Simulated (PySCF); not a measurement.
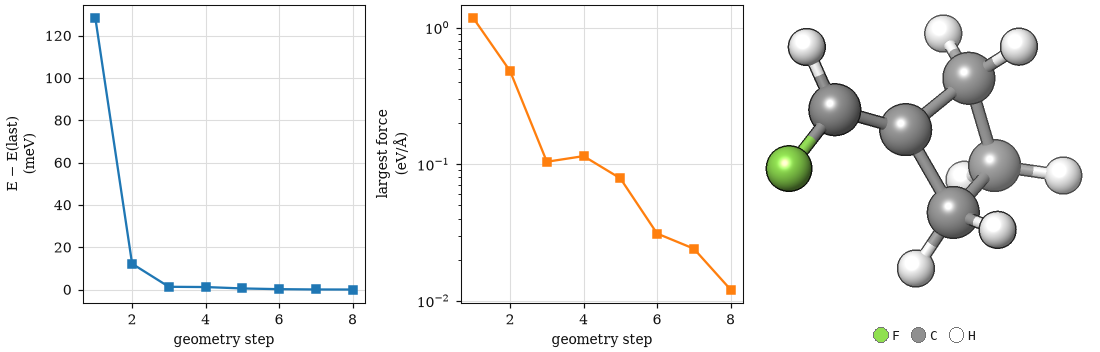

Beside the plot: the molecule at the start.

History of a geometry optimisation.

C5H7F (SMILES FC=C1CCC1); PBE0-D3(BJ)/def2-SVP, geometry optimisation in PySCF 2.14.0, density fitting.

How did it end, and what did it gain?

Answer. The optimisation met its thresholds at geometry 8, counting the start as the first. The energy fell by about 130 meV from the first step to the last. The largest force goes from about 1.2 eV/Å at the start to 0.012 eV/Å at the end.
